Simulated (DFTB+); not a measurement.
# Energy and gradient calculation, with input and output: MoNF$_{3}$

MoNF$_{3}$, SMILES [N]#[Mo]([F])([F])[F], computed with GFN2-xTB, R-SCC, dispersion built in (DFTB+ 25.1).

The geometry comes from this level: GFN2-xTB.

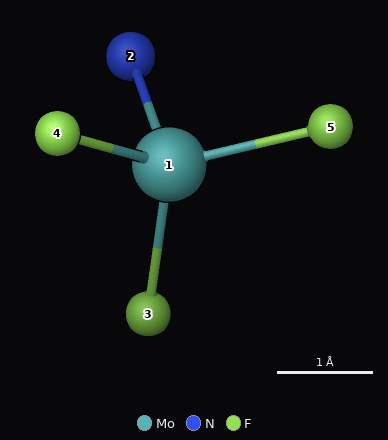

Figure 1. The structure (ball-and-stick view, seen at a tilt; atoms are numbered from 1 in the order of the input). Sticks mark near contacts. Bond lengths as drawn: F–Mo 1.79 Å and Mo–N 1.70 Å.

Input (dftb_in.hsd):
```
Geometry = GenFormat {
  <<< "start.gen"
}
Hamiltonian = xTB {
  Method = "GFN2-xTB"
  SCCTolerance = 1e-05
  Filling = Fermi {
    Temperature [K] = 300
  }
}
Analysis = {
  PrintForces = Yes
}
Options = {
  WriteResultsTag = Yes
}
ParserOptions = {
  ParserVersion = 14
}
```

File start.gen:
```
5 C
Mo N F
   1  1     -0.000990      0.000880     -0.088700
   2  2      0.008820     -0.015650      1.611470
   3  3      1.736650      0.009420     -0.516060
   4  3     -0.875650      1.509940     -0.488920
   5  3     -0.868830     -1.504590     -0.517790
```

Machine: 1 thread of Intel Xeon (Granite Rapids), 128 GiB of memory available, shared host.

Command:
```bash
dftb+ > dftb.out
```

Log:
```
|  DFTB+ development version (commit: a23bfb2)

Reading input file 'dftb_in.hsd'
Parser version: 14

--------------------------------------------------------------------------------

Processed input in HSD format written to 'dftb_pin.hsd'

Starting initialization...
--------------------------------------------------------------------------------
OpenMP threads:              1
Chosen random seed:          1005057236
Current stacksize:           unlimited
Mode:                        Static calculation
Self consistent charges:     Yes
SCC-tolerance:                 0.100000E-04
Max. scc iterations:                    100
Shell resolved Hubbard:      Yes
Spin polarisation:           No
Nr. of up electrons:            16.000000
Nr. of down electrons:          16.000000
Periodic boundaries:         No
Electronic solver:           Relatively robust
Mixer:                       Broyden mixer
Mixing parameter:                  0.200000
Nr. of chrg. vec. in memory:            100
Max. SCC-cycles:                        100
tblite library version:      0.3.0
-> parametrization:          GFN2-xTB
-> repulsion:                Yes
-> dispersion:               Yes
-> halogen bonding:          No
-> electrostatics:           Yes
   -> isotropic:             Yes
   -> anisotropic:           Yes
   -> third-order:           Yes
Electronic temperature:              0.950045E-03 H      0.258520E-01 eV
Initial charges:             Set automatically (system chrg:   0.000E+00)
Included shells:            Mo:  d, s, p
                             N:  s, p
                             F:  s, p
Extra options:
                             Mulliken analysis
                             Force calculation
Force type                   original

--------------------------------------------------------------------------------

***  Geometry step: 0

 iSCC Total electronic   Diff electronic      SCC error
    1   -0.17827179E+02    0.00000000E+00    0.32715510E+01
    2   -0.19294165E+02   -0.17827179E+02    0.49608492E+01
    3   -0.19303972E+02   -0.14669861E+01    0.41087920E+01
    4   -0.19291167E+02   -0.98066345E-02    0.10055107E+01
    5   -0.19090882E+02    0.12804576E-01    0.11019675E+01
    6   -0.19281481E+02    0.20028464E+00    0.39967850E+00
    7   -0.19283705E+02   -0.19059857E+00    0.18332473E+00
    8   -0.19286878E+02   -0.22243980E-02    0.66007013E-01
    9   -0.19288613E+02   -0.31729451E-02    0.10425298E-01
   10   -0.19288730E+02   -0.17351498E-02    0.10702533E-01
   11   -0.19288632E+02   -0.11641673E-03    0.16953628E-02
   12   -0.19288625E+02    0.97661472E-04    0.11282776E-02
   13   -0.19288626E+02    0.69979192E-05    0.14078407E-02
   14   -0.19288620E+02   -0.77007591E-06    0.36961962E-03
   15   -0.19288615E+02    0.63391495E-05    0.11637169E-03
   16   -0.19288615E+02    0.48516978E-05    0.84989174E-04
   17   -0.19288616E+02   -0.49626420E-06    0.34344612E-05

Total Energy:                      -19.2359880164 H         -523.4379 eV
Extrapolated to 0K:                -19.2359880164 H         -523.4379 eV
Total Mermin free energy:          -19.2359880164 H         -523.4379 eV
Force related energy:              -19.2359880164 H         -523.4379 eV

--------------------------------------------------------------------------------
--------------------------------------------------------------------------------
--------------------------------------------------------------------------------
Missing                                +       0.01 (100.0%)       0.01 (100.0%)
Total                                  =       0.01 (100.0%)       0.01 (100.0%)
--------------------------------------------------------------------------------
```

File detailed.out:
```
Fermi distribution function

Calculation with static geometry

********************************************************************************
 iSCC Total electronic   Diff electronic      SCC error
   17   -0.19288616E+02   -0.49626420E-06    0.34344612E-05
********************************************************************************

 Total charge:    -0.00000000

 Atomic gross charges (e)
 Atom           Charge
    1       1.05706741
    2      -0.40456130
    3      -0.21734820
    4      -0.21753964
    5      -0.21761827

Nr. of electrons (up):     32.00000000
Atom populations (up)
 Atom       Population
    1       4.94293259
    2       5.40456130
    3       7.21734820
    4       7.21753964
    5       7.21761827

l-shell populations (up)
 Atom Sh.   l       Population
    1   1   2       3.09607127
    1   2   0       0.69380683
    1   3   1       1.15305449
    2   1   0       1.61027309
    2   2   1       3.79428821
    3   1   0       1.66490102
    3   2   1       5.55244718
    4   1   0       1.66498223
    4   2   1       5.55255741
    5   1   0       1.66500773
    5   2   1       5.55261055

Orbital populations (up)
 Atom Sh.   l   m       Population  Label
    1   1   2  -2       0.59868835  d_xy
    1   1   2  -1       0.87317138  d_yz
    1   1   2   0       0.87330915  d_z2
    1   1   2   1       0.37560630  d_xz
    1   1   2   2       0.37529609  d_x2-y2
    1   2   0   0       0.69380683  s
    1   3   1  -1       0.44125710  p_y
    1   3   1   0       0.27042135  p_z
    1   3   1   1       0.44137604  p_x
    2   1   0   0       1.61027309  s
    2   2   1  -1       1.14721683  p_y
    2   2   1   0       1.50025788  p_z
    2   2   1   1       1.14681350  p_x
    3   1   0   0       1.66490102  s
    3   2   1  -1       1.78205471  p_y
    3   2   1   0       1.88251460  p_z
    3   2   1   1       1.88787786  p_x
    4   1   0   0       1.66498223  s
    4   2   1  -1       1.86078730  p_y
    4   2   1   0       1.88321863  p_z
    4   2   1   1       1.80855148  p_x
    5   1   0   0       1.66500773  s
    5   2   1  -1       1.86197504  p_y
    5   2   1   0       1.88251634  p_z
    5   2   1   1       1.80811916  p_x

Fermi level:                        -0.3799302807 H          -10.3384 eV
Band energy:                       -19.6514110272 H         -534.7421 eV
TS:                                  0.0000000000 H            0.0000 eV
Band free energy (E-TS):           -19.6514110272 H         -534.7421 eV
Extrapolated E(0K):                -19.6514110272 H         -534.7421 eV
Input / Output electrons (q):     32.0000000000     32.0000000000

Energy H0:                         -19.4149443351 H         -528.3075 eV
Energy SCC:                          0.1263282179 H            3.4376 eV
Total Electronic energy:           -19.2886161172 H         -524.8699 eV
Repulsive energy:                    0.0554730847 H            1.5095 eV
Total energy:                      -19.2359880164 H         -523.4379 eV
Extrapolated to 0:                 -19.2359880164 H         -523.4379 eV
Total Mermin free energy:          -19.2359880164 H         -523.4379 eV
Force related energy:              -19.2359880164 H         -523.4379 eV

Non-constrained calculation

SCC converged

Total Forces
    1     -0.000016030832     -0.000072824893     -0.000011662030
    2     -0.000065556976      0.000007984196     -0.000210704358
    3     -0.000203028732     -0.000010057240      0.000020035462
    4      0.000115610805     -0.000260598111      0.000092605127
    5      0.000169005735      0.000335496048      0.000109725799

Maximal derivative component:        0.335496E-03 au

Dipole moment:   -0.01466583    0.02443910   -2.49654690 au
Dipole moment:   -0.03727682    0.06211801   -6.34558979 Debye
```

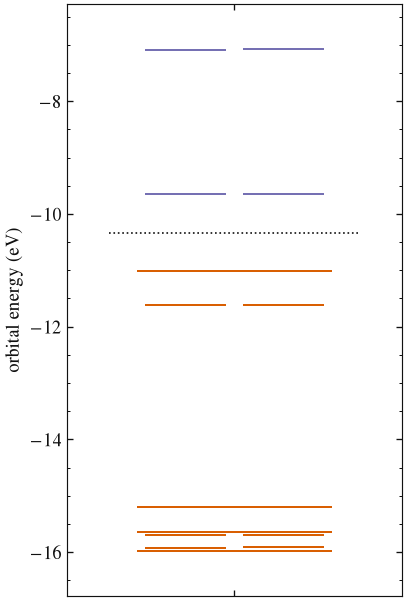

Figure 2. Orbital energies near the frontier; the dotted line parts filled from empty levels, and levels within 0.02 eV of each other stand side by side. Highest filled −11.02 eV, lowest empty −9.66 eV, 1.36 eV apart.

Key numbers:

```csv
quantity,value
outcome,converged
total energy,−19.235988 hartree
basis functions,25
largest force,0.020 eV/Å
HOMO,−11.02 eV
LUMO,−9.66 eV
dipole moment,6.35 D
peak memory,0.073 GiB
```

Remarks:

Settings chosen away from the usual ones: scf_conv.
